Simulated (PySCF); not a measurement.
C3H8BN3O: excited-state calculation

System: C3H8BN3O.
Method: TDDFT B3LYP/def2-SVPD, vertical, gas phase, core orbitals frozen in the response (PySCF 2.14.0).

The geometry comes from this level: GFN2-xTB. It belongs to a series of runs on one base structure; here: H on C replaced by CH=NH.

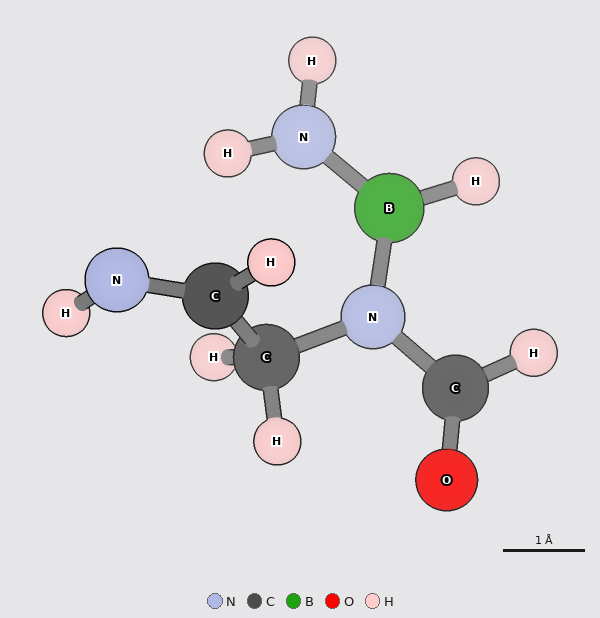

Fig. 1: The structure as given in the input (ball-and-stick view, seen at a tilt).

Summary:

```csv
quantity,value
outcome,converged
total energy,−383.283964 hartree
HOMO,−7.42 eV
LUMO,−0.88 eV
dipole moment,3.73 D
mean polarisability,78.20 a.u.
lowest singlet excitation,5.08 eV
hardware,"1 CPU thread, shared host"
wall time,96 s
peak memory,0.85 GiB
```

The input:
```
{"job": {"kind": "uv", "xc": "B3LYP", "basis": "def2-SVPD", "nstates": 8, "ntriplets": 3}, "charge": 0, "multiplicity": 1}
N     -1.656935    -1.886034     1.165865
C     -1.327505    -0.933250     0.421267
C     -0.572557     0.310066     0.794430
N      0.223154     0.838248    -0.303833
B      1.293087     0.077596    -0.905576
N      1.561879    -1.213106    -0.486033
C     -0.101611     2.090654    -0.717482
O     -0.981317     2.774585    -0.251820
H     -1.371144    -1.792267     2.141453
H     -1.628112    -0.999069    -0.621030
H      0.062560     0.129156     1.670311
H     -1.304488     1.088868     1.055288
H      1.937115     0.573673    -1.744869
H      1.027102    -1.713482     0.203719
H      2.295154    -1.770658    -0.886260
H      0.536018     2.433965    -1.546842
```

The first line tells a small driver script what to run in PySCF; the rest is the geometry in Å.

Launched with:
```bash
OMP_NUM_THREADS=1 python <driver script> task.json out
```

Log:
```
coarse grid: 13576 points
cycle   1  E = -383.0434324818  dE =  1.175e+00  |g| = 9.198e-01  |ddm| = 7.440e+00
cycle   2  E = -382.3762931031  dE =  6.671e-01  |g| = 2.017e+00  |ddm| = 4.470e+00
cycle   3  E = -383.2052044595  dE = -8.289e-01  |g| = 2.654e-01  |ddm| = 3.187e+00
cycle   4  E = -383.2189777575  dE = -1.377e-02  |g| = 1.102e-01  |ddm| = 5.649e-01
cycle   5  E = -383.2213226071  dE = -2.345e-03  |g| = 3.073e-02  |ddm| = 1.914e-01
cycle   6  E = -383.2215290100  dE = -2.064e-04  |g| = 1.170e-02  |ddm| = 6.787e-02
cycle   7  E = -383.2215576488  dE = -2.864e-05  |g| = 3.245e-03  |ddm| = 2.710e-02
cycle   8  E = -383.2215598559  dE = -2.207e-06  |g| = 6.008e-04  |ddm| = 8.508e-03
final grid: 131992 points
cycle   9  E = -383.2839527287  dE = -5.770e-05  |g| = 7.023e-03  |ddm| = 1.755e-01
cycle  10  E = -383.2839360592  dE =  1.667e-05  |g| = 1.142e-02  |ddm| = 4.011e-02
cycle  11  E = -383.2839631207  dE = -2.706e-05  |g| = 2.277e-03  |ddm| = 2.154e-02
cycle  12  E = -383.2839641770  dE = -1.056e-06  |g| = 3.247e-04  |ddm| = 3.124e-03
cycle  13  E = -383.2839641920  dE = -1.499e-08  |g| = 1.816e-04  |ddm| = 7.935e-04
cycle  14  E = -383.2839641989  dE = -6.849e-09  |g| = 5.724e-05  |ddm| = 3.243e-04
cycle  15  E = -383.2839641995  dE = -6.661e-10  |g| = 2.136e-05  |ddm| = 1.607e-04
```

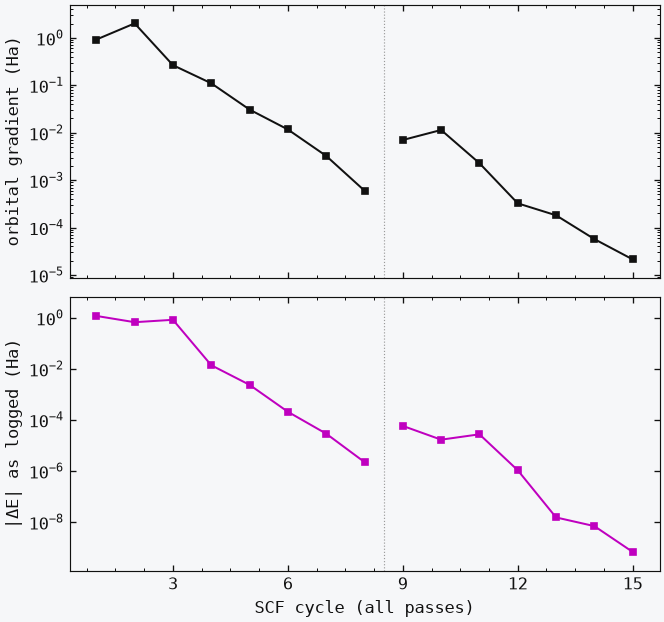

Fig. 2: Convergence of the self-consistent field: orbital gradient and size of the energy change against the SCF cycle. The dotted line marks the change from a coarse to the final integration grid. The first 8 cycles use a coarse grid, the final grid takes over at cycle 9, and the field converges after 15 cycles in all.

```
converged SCF energy = -383.2839641995

Static polarisability (au): isotropic 78.196, principal 57.672 80.547 96.369

Singlet excitations
state   eV       nm        f      main configurations
  1   5.0806    244.0   0.00407   H->L 0.85, H-2->L 0.11
  2   5.4187    228.8   0.00096   H-1->L+1 0.74, H-1->L 0.21
  3   6.0676    204.3   0.00928   H-1->L 0.47, H-2->L 0.33, H-1->L+1 0.12
  4   6.1227    202.5   0.01067   H-2->L 0.51, H-1->L 0.26, H->L+1 0.08
  5   6.3714    194.6   0.08817   H->L+1 0.83
  6   6.5494    189.3   0.02606   H->L+2 0.95
  7   6.8605    180.7   0.07475   H-1->L+2 0.55, H-2->L+1 0.34
  8   6.9591    178.2   0.01686   H-2->L+2 0.43, H->L+3 0.37

Triplet excitations (Tamm-Dancoff, eV): 4.3283 4.9190 5.2106
```

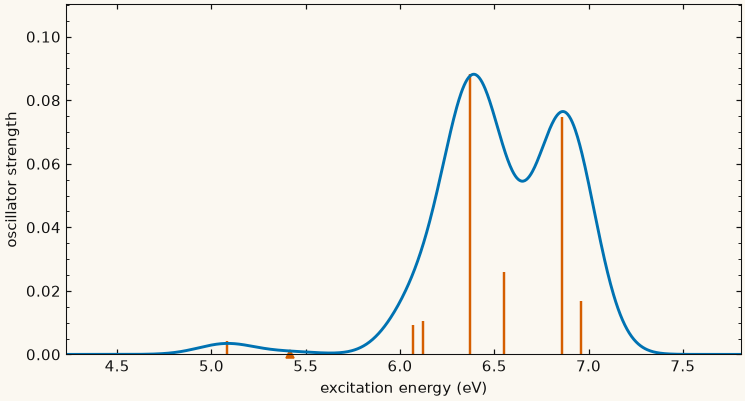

Fig. 3: Computed excitations as sticks (degenerate states added up, dark ones marked on the axis), with a Gaussian envelope of 0.35 eV full width at half maximum, scaled to the tallest. Of the 8 states the lowest lies at 5.08 eV (f = 0.004); the strongest line is at 6.37 eV, or 195 nm (f = 0.088).

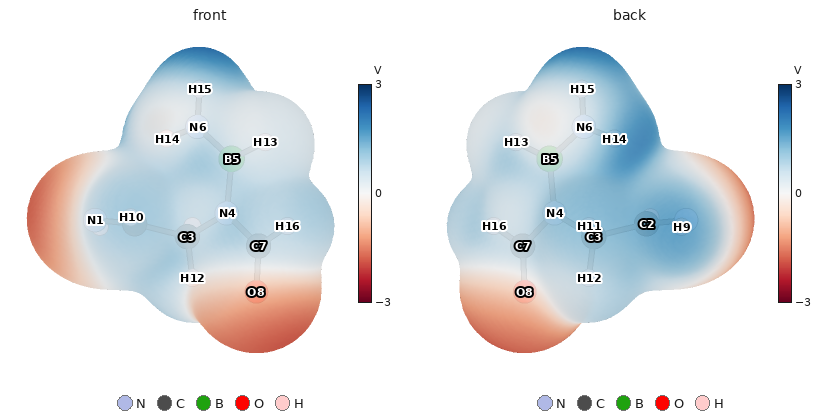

Fig. 4: The molecular electrostatic potential painted on the density surface at 0.002 e/bohr³, seen at a tilt and from behind; the colour scale runs from red (negative) to blue (positive). Its dipole moment is 3.73 D.

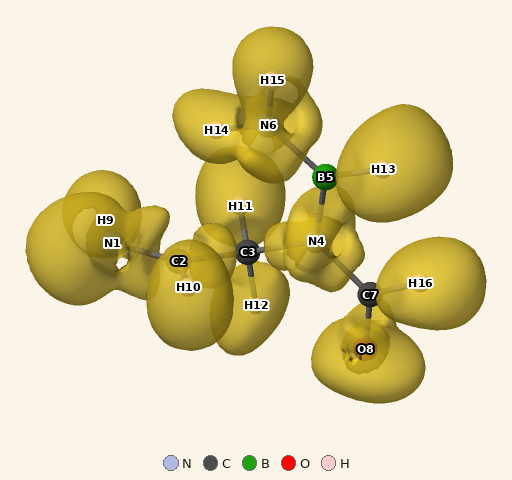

Fig. 5: Isosurface of the ELF at 0.75 (yellow), seen at a tilt. Core shells and regions of very low density are left out. Profiles from the grid: C–O (1.21 Å): the ELF peaks at about 0.85 between the atoms; a multiple bond by its length, whose ELF region spreads away from the axis. C–N (1.25 Å): the ELF peaks at about 0.90 between the atoms; a double or triple bond.

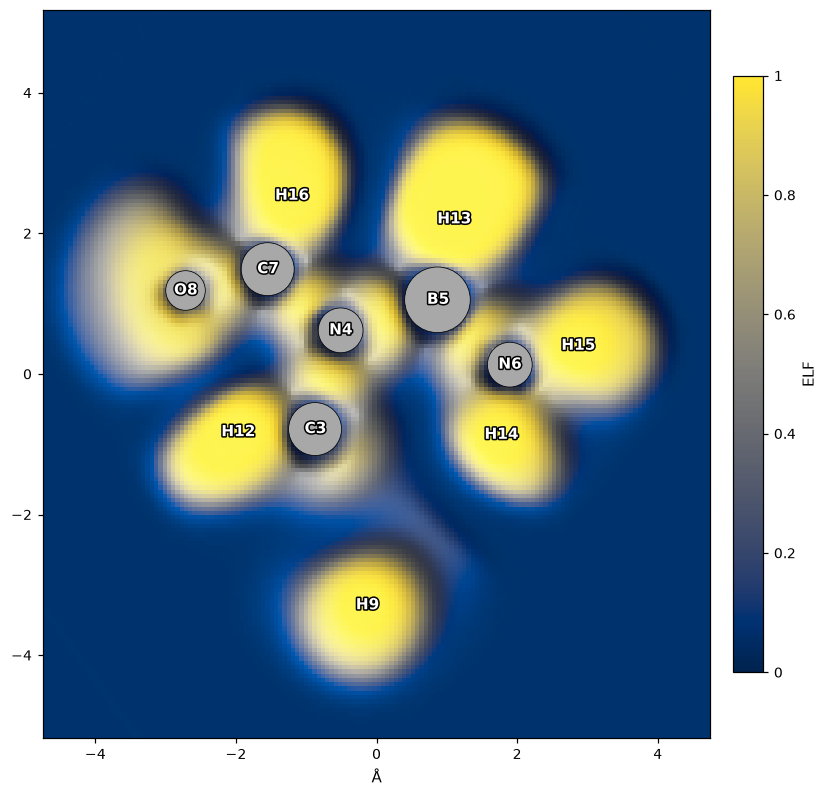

Fig. 6: ELF on the plane of atoms H14, N6 and H15. Grey discs, where drawn, cover atomic cores. The section cuts through C, N, B, O and H sites. C–O (1.21 Å): the ELF peaks at about 0.85 between the atoms; a double or triple bond. B–N (1.38 Å): the ELF peaks at about 0.95 between the atoms, which marks a shared but strongly polarised pair. C–N (1.36 Å): the ELF peaks at about 0.95 between the atoms (a shared electron pair).
